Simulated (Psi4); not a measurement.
# SOF2 (thionyl fluoride): TPSS/aug-cc-pVDZ

Aim: the vertical singlet–triplet gap of SOF2 (thionyl fluoride) at TPSS/aug-cc-pVDZ, from 2 runs. 

The results are computed with Psi4 1.11.

2 further runs of the same task are left out: 2 set aside as unsound or not needed.

### 1 The system as given

SOF2 has 4 atoms, charge 0, and is taken as a singlet. SMILES: `O=S(F)F`. The shape is that of a PBE0-D4/def2-TZVP optimisation.

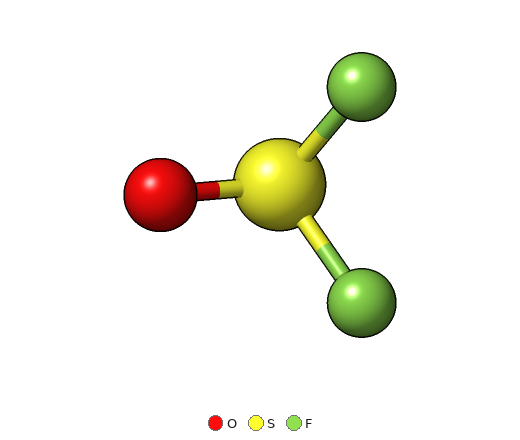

The structure, seen from a chosen angle (oxygen red, sulfur yellow, fluorine green).

### 2 Energy and gradient at TPSS/aug-cc-pVDZ

f2os.in

```
memory 1600 mb

molecule m {
  0 1
  O
  S 1 r2
  F 2 r3 1 a3
  F 2 r4 1 a4 3 d4

  r2 = 1.418942
  r3 = 1.587883
  a3 = 106.45498
  r4 = 1.587906
  a4 = 106.44924
  d4 = -98.30188
  symmetry c1
  no_reorient
  no_com
}

set globals {
  puream               true
  e_convergence        1e-09
  d_convergence        1e-08
  scf_type             pk
  dft_radial_points    99
  dft_spherical_points 590
}

energy_value, wavefunction = gradient('tpss/aug-cc-pVDZ', return_wfn=True)
oeprop(wavefunction, 'LOWDIN_CHARGES', 'MULLIKEN_CHARGES', 'QUADRUPOLE')
```

Launch:

```sh
psi4 -i f2os.in -o f2os.out -n 1
```

f2os.out:

```text
[...]
  Running in c1 symmetry.
[...]
  Nuclear repulsion =  193.929513181049799
[...]
  Multiplicity = 1
[...]
  Nalpha       = 21
  Nbeta        = 21
[...]
    Number of basis functions: 96
[...]
   @RKS iter   1:  -672.88065279845011    3.73677e-01   8.88295e-03 DIIS/ADIIS
[...]
   @RKS iter  13:  -673.14714199797243   -2.27374e-12   1.10010e-09 DIIS
[...]
    Orbital Energies [Eh]
    ---------------------
    Doubly Occupied:
       1A    -88.624983     2A    -24.492053     3A    -24.492041
       4A    -18.956526     5A     -7.967167     6A     -5.949153
       7A     -5.948595     8A     -5.938651     9A     -1.231786
      10A     -1.174094    11A     -1.048141    12A     -0.679422
      13A     -0.553564    14A     -0.516273    15A     -0.487554
      16A     -0.439012    17A     -0.426365    18A     -0.403639
      19A     -0.370552    20A     -0.347067    21A     -0.303483
[...]
  @RKS Final Energy:  -673.14714199797243
   => Energetics <=
    Nuclear Repulsion Energy =            193.9295131810497992
    One-Electron Energy =               -1315.7455977424983757
    Two-Electron Energy =                 503.9542449655752989
    DFT Exchange-Correlation Energy =     -55.2853024020991199
    Empirical Dispersion Energy =           0.0000000000000000
    VV10 Nonlocal Energy =                  0.0000000000000000
    Total Energy =                       -673.1471419979724260
[...]
  -Total Gradient:
     Atom            X                  Y                   Z
    ------   -----------------  -----------------  -----------------
       1       -0.000816035359    -0.000695070584     0.081102684007
       2       -0.049767378535    -0.043055994356    -0.049332225689
       3       -0.000838882275     0.052065832268    -0.015864934856
       4        0.051384760256    -0.008345489620    -0.015864730909
[...]
 Multipole Moments:
 ------------------------------------------------------------------------------------
     Multipole            Electronic (a.u.)      Nuclear  (a.u.)        Total (a.u.)
 ------------------------------------------------------------------------------------
 L = 1.  Multiply by 2.5417464519 to convert [e a0] to [Debye]
 Dipole X            :         -0.5104102            0.8036247            0.2932144
 Dipole Y            :         -0.4413882            0.6948361            0.2534479
 Dipole Z            :          1.4502091           -0.9763481            0.4738610
 Magnitude           :                                                    0.6121722
 L = 2.  Multiply by 1.3450342976 to convert [e a0^2] to [Debye ang]
 Quadrupole XX       :        -77.7395631           57.3617615          -20.3778016
 Quadrupole XY       :         24.4777635          -24.1594118            0.3183517
[...]
  Mulliken Charges: (a.u.)
   Center  Symbol    Alpha    Beta     Spin     Total
       1     O     4.26704  4.26704  0.00000 -0.53409
       2     S     7.34270  7.34270  0.00000  1.31461
       3     F     4.69513  4.69513  0.00000 -0.39026
       4     F     4.69513  4.69513  0.00000 -0.39026
   Total alpha = 21.00000, Total beta = 21.00000, Total charge =  0.00000
  Lowdin Charges: (a.u.)
   Center  Symbol    Alpha    Beta     Spin     Total
       1     O     4.19775  4.19775  0.00000 -0.39550
       2     S     7.57252  7.57252  0.00000  0.85497
[...]
```

Wall time 55 s (1 thread of Intel Xeon Platinum 8375C at 2.90GHz (Ice Lake), shared host); peak memory 0.96 GiB.

### 3 The triplet: the energy at UTPSS/aug-cc-pVDZ

calc.in

```
memory 1.6 GB

molecule {
  0 3
  O      0.932400     0.066600    -1.017800
  S     -0.151300    -0.426200    -0.245700
  F     -1.124400     0.804200     0.000400
  F      0.343300    -0.444600     1.263100
  units angstrom
  symmetry c1
}

set basis aug-cc-pVDZ
set reference uks
set puream true
set e_convergence 1e-09
set d_convergence 1e-08
set scf_type pk
set dft_radial_points 99
set dft_spherical_points 590
set maxiter 200

e, wfn = energy('tpss', return_wfn=True)
oeprop(wfn, 'WIBERG_LOWDIN_INDICES', 'DIPOLE', 'MULLIKEN_CHARGES')
```

Launch:

```sh
psi4 calc.in calc.out -n 1
```

calc.out:

```text
[...]
  Running in c1 symmetry.
[...]
  Nuclear repulsion =  193.929517133174812
[...]
  Multiplicity = 3
[...]
  Nalpha       = 22
  Nbeta        = 20
[...]
    Number of basis functions: 96
[...]
   @UKS iter   1:  -672.71106524733148    5.43264e-01   8.19143e-03 ADIIS/DIIS
[...]
   @UKS iter  15:  -672.94846989914492   -9.09495e-13   4.49618e-09 DIIS
[...]
   @S^2 Observed:                2.004904276E+00
[...]
    Orbital Energies [Eh]
    ---------------------
    Alpha Occupied:
       1A    -88.613370     2A    -24.499928     3A    -24.499911
       4A    -18.994886     5A     -7.958981     6A     -5.941188
       7A     -5.937526     8A     -5.935763     9A     -1.241538
      10A     -1.183354    11A     -1.077950    12A     -0.700830
      13A     -0.565497    14A     -0.538216    15A     -0.507929
      16A     -0.451960    17A     -0.437576    18A     -0.409812
      19A     -0.394068    20A     -0.367831    21A     -0.352764
      22A     -0.109870
    Alpha Virtual:
      23A     -0.058118    24A      0.001650    25A      0.009524
[...]
  @UKS Final Energy:  -672.94846989914492
   => Energetics <=
    Nuclear Repulsion Energy =            193.9295171331748122
    One-Electron Energy =               -1315.3820886652715672
    Two-Electron Energy =                 503.7956531963850466
    DFT Exchange-Correlation Energy =     -55.2915515634332237
    Empirical Dispersion Energy =           0.0000000000000000
    VV10 Nonlocal Energy =                  0.0000000000000000
    Total Energy =                       -672.9484698991449250
[...]
 Multipole Moments:
 ------------------------------------------------------------------------------------
     Multipole            Electronic (a.u.)      Nuclear  (a.u.)        Total (a.u.)
 ------------------------------------------------------------------------------------
 L = 1.  Multiply by 2.5417464519 to convert [e a0] to [Debye]
 Dipole X            :         -0.8860517            0.6345250           -0.2515267
 Dipole Y            :          0.2439587           -0.4738255           -0.2298668
 Dipole Z            :          1.2710800           -1.2061231            0.0649569
 Magnitude           :                                                    0.3468773
[...]
  Mulliken Charges: (a.u.)
   Center  Symbol    Alpha    Beta     Spin     Total
       1     O     4.46179  3.96598  0.49581 -0.42778
       2     S     8.07587  6.79555  1.28033  1.12858
       3     F     4.73116  4.61924  0.11191 -0.35040
       4     F     4.73118  4.61922  0.11195 -0.35040
   Total alpha = 22.00000, Total beta = 20.00000, Total charge = -0.00000
  Wiberg Bond Indices using Orthogonal Lowdin Orbitals:
  Total Bond Index:
  Irrep: 1 Size: 4 x 4
[...]
```

Run time: 64 s. Hardware: 1 thread of Intel Xeon Platinum 8375C at 2.90GHz (Ice Lake), shared host; peak memory 0.96 GiB.

### 4 What came out

Level: TPSS/aug-cc-pVDZ.

| quantity | value |
| --- | --- |
| singlet: total energy | -673.14714 Eh |
| singlet: dipole moment | 1.56 D |
| singlet: HOMO energy | -8.26 eV |
| singlet: LUMO energy | -2.19 eV |
| singlet: HOMO–LUMO gap | 6.07 eV |
| singlet: largest force on an atom | 4.229 eV/Å |
| triplet: total energy | -672.94847 Eh |
| triplet: dipole moment | 0.88 D |
| triplet: HOMO energy (highest over α and β) | -2.99 eV |
| triplet: ⟨S²⟩ | 2.005 |
| vertical energy of the triplet above the singlet | 5.406 eV |

What this shows: At this shape the triplet lies 5.41 eV (125 kcal/mol) above the singlet. The largest force (singlet) is 4.23 eV/Å: the shape isn't a stationary point for this species at this level. Mulliken charges (singlet) run from -0.53 on O1 to +1.31 on S2; in a basis this large or diffuse they mean little.
